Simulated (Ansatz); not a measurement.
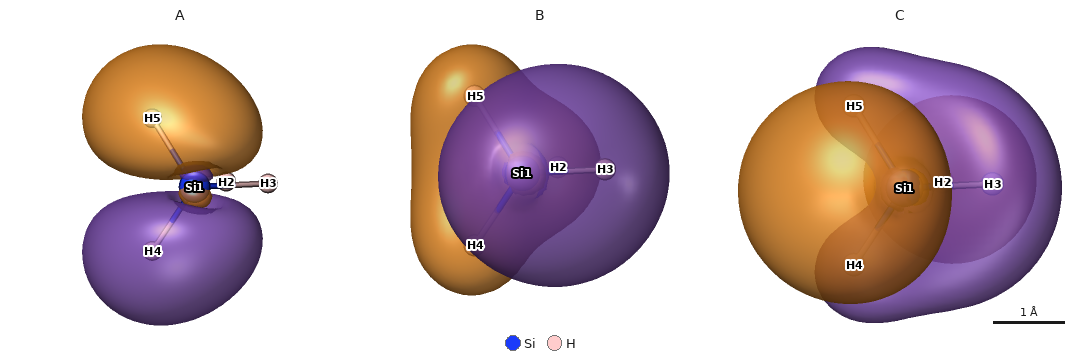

The picture shows: H₃Si···H. Three frontier orbitals at ±0.08 Å⁻³ᐟ² (orange and purple are the two phases), in no order.

Theory: RKS LDA/def2-TZVP in Ansatz 0.2.0.

Input file:

```
crystal:
  periodic: [false, false, false]
  atoms:
    - { symbol: Si, position_ang: [-0.105147, -3.0e-06, -1.032428] }
    - { symbol: H, position_ang: [1.118848, -6.8e-05, 1.320067] }
    - { symbol: H, position_ang: [1.711077, 5.3e-05, 0.900276] }
    - { symbol: H, position_ang: [-0.759048, 1.09001, -0.167031] }
    - { symbol: H, position_ang: [-0.75903, -1.089992, -0.166984] }
basis:
  gaussian: { orbitals: def2-TZVP }
hamiltonian:
  xc: lda
relax:
  f_tol: 0.03
  max_steps: 50
output:
  orbitals: {}
```

Launched as:

```sh
ansatz run input.yaml --threads 1 --pin off --max-ram 2048MiB --backend cpu --events-out ev --progress --plain --runs-dir out
```

The fields are those of the run's last geometry, not of the input's.

Q: Order the three orbitals by energy and name them.

A: A is the HOMO−1 (−8.04 eV). By Hirshfeld shares it lies mainly on Si1 (about 45 %), H4 (about 25 %) and H5 (about 25 %). B is the HOMO (−6.11 eV). Its weight (Hirshfeld) is mainly on Si1 (about 70 %), H2 (about 10 %), H4 (about 5 %) and H5 (about 5 %). C is the LUMO (−1.78 eV). By Hirshfeld shares it lies mainly on Si1 (about 65 %), H2 (about 20 %) and H3 (about 10 %).

Q: What is the HOMO–LUMO gap?

A: 4.33 eV between the orbital energies.
